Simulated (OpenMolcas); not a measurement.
# PH2O3 (charge −1): single-point calculation

- system: PH2O3, charge −1, SMILES O=[PH]([O-])O
- method: RI-MP2/ANO-XS-VDZ, RHF, BSS, in an applied electric field (OpenMolcas 26.06)

A bond length was changed on purpose from its optimised value.

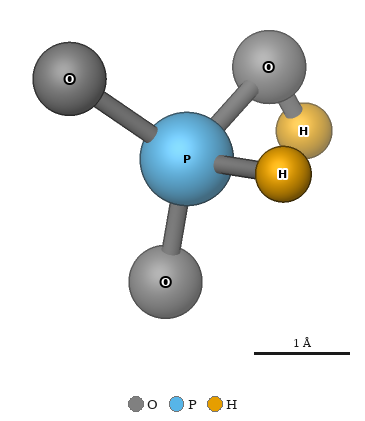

Fig. 1: The structure as given in the input (ball-and-stick view, seen at a tilt). Bond lengths as drawn: H–O 0.95 Å, H–P 1.41 Å and O–P 1.49 to 1.67 Å.

Input file
```
>>> EXPORT MOLCAS_PRINT=2

&GATEWAY
 Coord
 6
 angstrom
 O        0.763578      -1.459031       1.036360
 P        0.227570      -0.367700      -0.042200
 O       -0.699720      -0.752210      -1.142740
 O       -0.483020       0.915680       0.752800
 H        1.319120       0.348530      -0.576460
 H       -1.078800       1.215540       0.070270
 Basis=ANO-XS-VDZ
 Group=NoSym
 RICD
 RBSS

&SEWARD
 Expert

&FFPT
 Dipole
 X 0.01

&SCF
 Charge=-1
 PrOrbitals=0

&MBPT2
 Frozen=8
```

Machine: 1 thread of Arm Neoverse V2, 24 GiB of memory available, shared host.

Command:
```bash
export MOLCAS_MEM=1860
pymolcas test.inp > test.log
```

Log
```
--- Start Module: gateway ---

                                              &GATEWAY

                       available to each process: 1.9 GB of memory, 1 thread

++    Symmetry information:
      ---------------------

                    Character Table for C1

                             E
                    a        1  x, y, xy, Rz, z, xz, Ry, yz, Rx, I
--

++    Basis set information:
      ----------------------

      Basis set label: O.ANO-XS...3S2P.

      Electronic valence basis set:
      ------------------
      Associated Effective Charge   8.000000 au
      Associated Actual Charge      8.000000 au
      Nuclear Model: Finite nucleus - Gaussian distribution
        Gaussian exponent, Xi/bohr**(-2):  5.86314E+08

      Shell  nPrim  nBasis  Cartesian Spherical Contaminant
         s       8       3        X
         p       4       2        X

      Basis set label: P.ANO-XS...4S3P.

      Electronic valence basis set:
      ------------------
      Associated Effective Charge  15.000000 au
      Associated Actual Charge     15.000000 au
      Nuclear Model: Finite nucleus - Gaussian distribution
        Gaussian exponent, Xi/bohr**(-2):  4.11175E+08

      Shell  nPrim  nBasis  Cartesian Spherical Contaminant
         s      11       4        X
         p       7       3        X

      Basis set label: O.ANO-XS...3S2P.

      Electronic valence basis set:
      ------------------
      Associated Effective Charge   8.000000 au
      Associated Actual Charge      8.000000 au
      Nuclear Model: Finite nucleus - Gaussian distribution
        Gaussian exponent, Xi/bohr**(-2):  5.86314E+08

      Shell  nPrim  nBasis  Cartesian Spherical Contaminant
         s       8       3        X
         p       4       2        X

      Basis set label: H.ANO-XS...2S.

      Electronic valence basis set:
      ------------------
      Associated Effective Charge   1.000000 au
      Associated Actual Charge      1.000000 au
      Nuclear Model: Finite nucleus - Gaussian distribution
        Gaussian exponent, Xi/bohr**(-2):  2.12482E+09

      Shell  nPrim  nBasis  Cartesian Spherical Contaminant
         s       4       2        X
--

++    Molecular structure info:
      -------------------------

                    ************************************************
                    **** Cartesian Coordinates / bohr, angstrom ****
                    ************************************************

     Center  Label                x              y              z                     x              y              z
        1      O1               1.442953      -2.757169       1.958437              0.763578      -1.459031       1.036360
        2      P2               0.430045      -0.694852      -0.079746              0.227570      -0.367700      -0.042200
        3      O3              -1.322279      -1.421471      -2.159466             -0.699720      -0.752210      -1.142740
        4      O4              -0.912776       1.730384       1.422586             -0.483020       0.915680       0.752800
        5      H5               2.492776       0.658626      -1.089352              1.319120       0.348530      -0.576460
        6      H6              -2.038637       2.297038       0.132791             -1.078800       1.215540       0.070270

                    ***************************************
                    *    InterNuclear Distances / bohr    *
                    ***************************************

               1 O1            2 P2            3 O3            4 O4            5 H5            6 H6
    1 O1       0.000000
    2 P2       3.071372        0.000000
    3 O3       5.136898        2.814933        0.000000
    4 O4       5.096541        3.153085        4.788839        0.000000
    5 H5       4.696679        2.665720        4.475108        4.365349        0.000000
    6 H6       6.403082        3.884709        4.426614        1.803394        4.971088        0.000000

                    *******************************************
                    *    InterNuclear Distances / angstrom    *
                    *******************************************

               1 O1            2 P2            3 O3            4 O4            5 H5            6 H6
    1 O1       0.000000
    2 P2       1.625300        0.000000
    3 O3       2.718329        1.489598        0.000000
    4 O4       2.696973        1.668540        2.534144        0.000000
    5 H5       2.485376        1.410638        2.368125        2.310043        0.000000
    6 H6       3.388365        2.055700        2.342463        0.954315        2.630587        0.000000

                    **************************************
                    *    Valence Bond Angles / degree    *
                    **************************************
                          Atom centers                 Phi
                      3 O3       2 P2       5 H5       109.45
--

            Nuclear Potential Energy            180.64487640 au

--- Stop Module: gateway /rc=_RC_ALL_IS_WELL_ ---

--- Start Module: seward ---

                                              &SEWARD

                       available to each process: 1.9 GB of memory, 1 thread

 ###############################################################################
 ###    WARNING:  EXPERT option is ON!                                       ###
 ###############################################################################
               SEWARD will generate:
                  Multipole Moment integrals up to order  2
                  Kinetic Energy integrals
                  Nuclear Attraction integrals (finite nuclei - Gaussian type)
                  One-Electron Hamiltonian integrals
                  Velocity integrals
                  Relativistic BSS integrals
                  Orbital angular momentum around (  0.0137  -0.7126   0.1989 )
                  Velocity quadrupole around (  0.0137  -0.7126   0.1989 )
                  RI decomposed two-electron repulsion integrals stored Cholesky style
                   - acCD auxiliary basis
                   - CD Threshold:   1.00E-04

                   Integrals are discarded if absolute value <: 1.00E-14
                   Integral cutoff threshold is set to       <: 1.00E-16

            Nuclear Potential Energy            180.64487640 au

      Basis set specifications :
      Symmetry species         a
      Basis functions           44

--- Stop Module: seward /rc=_RC_ALL_IS_WELL_ ---

--- Start Module: ffpt ---

                                               &FFPT

                       available to each process: 1.9 GB of memory, 1 thread

      Header of the ONEINT file:
      --------------------------

      Cartesian coordinates in angstrom:
      -----------------------------------------------------
      No.  Label        X            Y            Z
      -----------------------------------------------------
       1   O1         0.76357800  -1.45903100   1.03636000
       2   P2         0.22757000  -0.36770000  -0.04220000
       3   O3        -0.69972000  -0.75221000  -1.14274000
       4   O4        -0.48302000   0.91568000   0.75280000
       5   H5         1.31912000   0.34853000  -0.57646000
       6   H6        -1.07880000   1.21554000   0.07027000
      -----------------------------------------------------
      Nuclear repulsion energy =  180.64487640

      The following tasks will be executed:
      -------------------------------------

      FFPT    DIPO    COMP    COMP0   X= 0.010000

--- Stop Module: ffpt /rc=_RC_ALL_IS_WELL_ ---

--- Start Module: scf ---

                                                &SCF

                       available to each process: 1.9 GB of memory, 1 thread

++    Input section:
      --------------

      Header of the integral files:

      Cartesian coordinates in angstrom:
      -----------------------------------------------------
      No.  Label        X            Y            Z
      -----------------------------------------------------
       1   O1         0.76357800  -1.45903100   1.03636000
       2   P2         0.22757000  -0.36770000  -0.04220000
       3   O3        -0.69972000  -0.75221000  -1.14274000
       4   O4        -0.48302000   0.91568000   0.75280000
       5   H5         1.31912000   0.34853000  -0.57646000
       6   H6        -1.07880000   1.21554000   0.07027000
      -----------------------------------------------------
      Nuclear repulsion energy =  180.64494518
--

++    Orbital specifications:
      -----------------------

      Symmetry species               1
                                     a
      Frozen orbitals                0
      Aufbau                        21
      Start temperature = 0.500
      End temperature   = 0.010
      Temperature Factor= 0.460
      Deleted orbitals               0
      Total number of orbitals      44
      Number of basis functions     44
--

      Molecular charge                          -1.000

++    Optimization specifications:
      ----------------------------

      SCF Algorithm: LK-RI/DF
      LK screening threshold:                     4.50E-02
      Local-Exchange (LK) algorithm.
       - the density matrix is decomposed
      The actual AO density is used
      Number of density matrices in core                 5
      Maximum number of NDDO SCF iterations            400
      Maximum number of HF SCF iterations              400
      Threshold for SCF energy change             1.00E-09
      Threshold for density matrix                1.00E-04
      Threshold for Fock matrix                   1.50E-04
      Threshold for linear dependence             1.00E-09
      Threshold at which DIIS is turned on        1.50E-01
      Maximum depth in the DIIS procedure                5
      Maximum depth in the BFGS Hessian update          30
      Threshold at which QNR/C2DIIS is turned on  7.50E-02
      Threshold for Norm(delta) (QNR/C2DIIS)      1.00E-03
      All orbitals punched on: SCFORB
--

      Input vectors read from INPORB
      Orbital file label: *Guess orbitals

++ Convergence information
                                   SCF        iterations: Energy and convergence statistics

Iter     Tot. SCF        One-elec.       Two-elec.     Energy      Max Dij or  Max Fij      DNorm      TNorm      AccCon     Time
         Energy          Energy          Energy        Change      Delta Norm                                                in Sec.
   1  -562.457892756 -1152.683629838   409.580791905   0.00E+00    9.35E-02*   2.42E-01*    1.16E+01   1.23E+02   None         0.
   2  -564.630127530 -1146.219824272   400.944751566  -2.17E+00*   7.17E-02*   6.73E-02*    1.26E+01   1.22E+02   EDIIS        0.
   3  -566.731492672 -1153.962165576   406.585727727  -2.10E+00*   9.53E-02*   7.62E-02*    9.39E+00   1.22E+02   EDIIS        0.
   4  -567.240028541 -1151.542600755   403.657627037  -5.09E-01*   7.29E-02*   9.17E-02*    9.47E+00   1.22E+02   EDIIS        0.
   5  -567.274058839 -1153.131505824   405.212501809  -3.40E-02*   5.15E-02*   5.04E-02*    9.45E+00   1.22E+02   EDIIS        0.
   6  -567.281769749 -1152.232954714   404.306239788  -7.71E-03*   1.67E-02*   3.39E-02*    9.44E+00   1.22E+02   EDIIS        0.

       Fermi aufbau procedure completed!
      nOcc=   21

   7  -567.288477616 -1152.638204440   404.704781647  -6.71E-03*   5.79E-03*   6.82E-03*    9.44E+00   1.22E+02   c2DIIS       0.
   8  -567.289023093 -1152.612359697   404.678391428  -5.45E-04*   4.00E-03*   9.25E-04*    9.44E+00   1.22E+02   QNRc2DIIS    0.
   9  -567.289047344 -1152.588209842   404.654217321  -2.43E-05*   2.15E-03*   8.49E-04*    9.44E+00   1.22E+02   QNRc2DIIS    0.
  10  -567.289060127 -1152.599794763   404.665789460  -1.28E-05*   1.28E-03*   2.15E-04*    9.43E+00   1.22E+02   QNRc2DIIS    0.
  11  -567.289061507 -1152.608383590   404.674376907  -1.38E-06*   1.54E-04    1.01E-04     9.43E+00   1.22E+02   QNRc2DIIS    0.
  12  -567.289061610 -1152.606133671   404.672126885  -1.03E-07*   7.70E-05    1.34E-05     9.43E+00   1.22E+02   QNRc2DIIS    0.
  13  -567.289061617 -1152.606059791   404.672052997  -7.39E-09*   1.55E-05    3.02E-06     9.43E+00   1.22E+02   QNRc2DIIS    0.
  14  -567.289061617 -1152.606044374   404.672037580  -2.37E-10    5.02E-06    2.13E-06     9.43E+00   1.22E+02   QNRc2DIIS    0.

       Convergence after  14 Iterations
--

 *****************************************************************************************************************************
 *                                             SCF/KS-DFT Program, Final results                                             *
 *                                                       Final Results                                                       *
 *****************************************************************************************************************************

::    Total SCF energy                               -567.2890616173
      One-electron energy                           -1152.6060443739
      Two-electron energy                             404.6720375801
      Nuclear repulsion energy                        180.6449451764
      Kinetic energy (interpolated)                   573.9735001327
      Virial theorem                                    0.9883540991
      Total spin, S(S+1)                                0.0000000000
      Total spin, S                                     0.0000000000
      Max non-diagonal density matrix element           0.0000027314
      Max non-diagonal Fock matrix element              0.0000009015

      No orbitals printed

++    Molecular charges:
      ------------------

      Mulliken charges per centre
      ---------------------------

                O1      P2      O3      O4      H5      H6
      Total    8.9962 13.2839  8.9799  8.8808  1.2327  0.6265

      N-E     -0.9962  1.7161 -0.9799 -0.8808 -0.2327  0.3735

      Total electronic charge=   42.000000

      Total            charge=   -1.000000
--

++    Static properties:
      ------------------

      LoProp Charges per center

                   O1       P2       O3       O4       H5       H6
      Nuclear      8.0000  15.0000   8.0000   8.0000   1.0000   1.0000
      Electronic  -9.0077 -13.3192  -9.0114  -8.8201  -1.1883  -0.6532

      Total       -1.0077   1.6808  -1.0114  -0.8201  -0.1883   0.3468
--

++    Natural Bond Order analysis
      ---------------------------
      Based on LoProp computed density
      -------------------------------------------------------------------------------------
      Atom A       Atom B       Bond Order
      -------------------------------------------------------------------------------------
      NBO located      0.999 non-bonded electrons on atom O1
      NBO located      0.999 non-bonded electrons on atom O1
      NBO located      1.019 non-bonded electrons on atom O1
      NBO located      1.000 non-bonded electrons on atom P2
      NBO located      0.999 non-bonded electrons on atom P2
      NBO located      0.996 non-bonded electrons on atom P2
      NBO located      0.997 non-bonded electrons on atom P2
      NBO located      0.997 non-bonded electrons on atom P2
      NBO located      1.012 non-bonded electrons on atom O3
      NBO located      1.000 non-bonded electrons on atom O3
      NBO located      0.974 non-bonded electrons on atom O3
      NBO located      0.999 non-bonded electrons on atom O4
      The remaining   10.008 electrons are to be considered as diffuse
--

++    Molecular properties:
      ---------------------

      Charge (e):
                      =   -1.0000
      Dipole Moment (debye):
      Origin of the operator (angstrom)=    0.0072   -0.3771    0.1052
                   X= -7.4540E-01               Y=  3.9332E+00               Z= -1.6186E+00           Total=  4.3180E+00
      Center of Charge (angstrom)
                     X=    0.16243083               Y=   -1.19595857               Z=    0.44222637
      Quadrupole Moment (debye*angstrom):
      Origin of the operator (angstrom)=    0.0072   -0.3771    0.1052
                  XX= -3.5315E+01              XY=  3.5629E-01              XZ= -5.1380E+00              YY= -3.8732E+01
                  YZ= -1.0056E+00              ZZ= -4.3952E+01
      In traceless form (debye*angstrom)
                  XX=  6.0265E+00              XY=  5.3444E-01              XZ= -7.7070E+00              YY=  9.0215E-01
                  YZ= -1.5084E+00              ZZ= -6.9287E+00
--

--- Stop Module: scf /rc=_RC_ALL_IS_WELL_ ---

--- Start Module: mbpt2 ---

                                               &MBPT2

                       available to each process: 1.9 GB of memory, 1 thread

WARNING!
Default frozen orbitals as non valence orbitals is overwritten by user input.
Default values:   8

      Cartesian coordinates in angstrom:
      -----------------------------------------------------
      No.  Label        X            Y            Z
      -----------------------------------------------------
       1   O1         0.76357800  -1.45903100   1.03636000
       2   P2         0.22757000  -0.36770000  -0.04220000
       3   O3        -0.69972000  -0.75221000  -1.14274000
       4   O4        -0.48302000   0.91568000   0.75280000
       5   H5         1.31912000   0.34853000  -0.57646000
       6   H6        -1.07880000   1.21554000   0.07027000
      -----------------------------------------------------
      Nuclear repulsion energy =  180.64494518

      Contents of RUNFILE file:
      -------------------------

      Symmetry species                           1
                                                 a
      Number of basis functions                 44
      Frozen occupied orbitals                   8
      Active occupied orbitals                  13
      Active external orbitals                  23
      Deleted external orbitals                  0

      Reference numbers of frozen occupied orbitals according to the original input sequence
      symmetry species 1                        1  2  3  4  5  6  7  8

      Energies of the active occupied orbitals

      symmetry species 1                    -1.228150     -1.119263     -1.038562     -0.626331     -0.500071
                                            -0.443042     -0.397098     -0.329457     -0.318942     -0.251746
                                            -0.233176     -0.220962     -0.215294

      Energies of the active external orbitals

      symmetry species 1                     0.391009      0.396947      0.463354      0.491822      0.516051
                                             0.808785      0.849346      0.903681      0.983585      1.107586
                                             1.226379      1.294519      1.309623      1.411059      1.433906
                                             1.465557      1.503517      1.554026      1.568274      1.602830
                                             2.046321      2.084657      2.346219

      ********************************************************************************************************
      *                                               Results                                                *
      ********************************************************************************************************

       SCF energy                           =     -567.2890616173 a.u.
       Second-order correlation energy      =       -0.4372069686 a.u.
       ( Opposite-Spin contribution         =       -0.3215264534 )

       Total energy                         =     -567.7262685860 a.u.

       Reference weight ( Cref**2 )         =        0.86567

::    Total MBPT2 energy                             -567.7262685860

       Zeroth-order energy (E0)             =     -162.6170240373 a.u.

       Shanks-type energy S1(E)             =     -567.7267414545 a.u.

--- Stop Module: mbpt2 /rc=_RC_ALL_IS_WELL_ ---

.##################.
.# Happy landing! #.
.##################.

    Timing: Wall=1.64 User=1.42 System=0.21
```

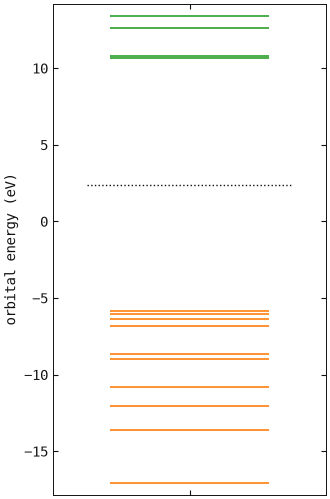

Fig. 2: Orbital energies near the frontier (SCF reference); the dotted line parts filled from empty levels, and levels within 0.02 eV of each other stand side by side. Highest filled −5.86 eV, lowest empty 10.64 eV, 16.50 eV apart.

Summary

| quantity | value |
| --- | --- |
| outcome | converged |
| total energy | −567.726269 hartree |
| SCF energy | −567.289062 hartree |
| MP2 energy | −567.726269 hartree |
| correlation energy | −0.437207 hartree |
| basis functions | 44 |
| HOMO of the SCF reference | −5.86 eV |
| LUMO of the SCF reference | 10.64 eV |
| wall time | 1.8 s |
| peak memory | 0.25 GiB |
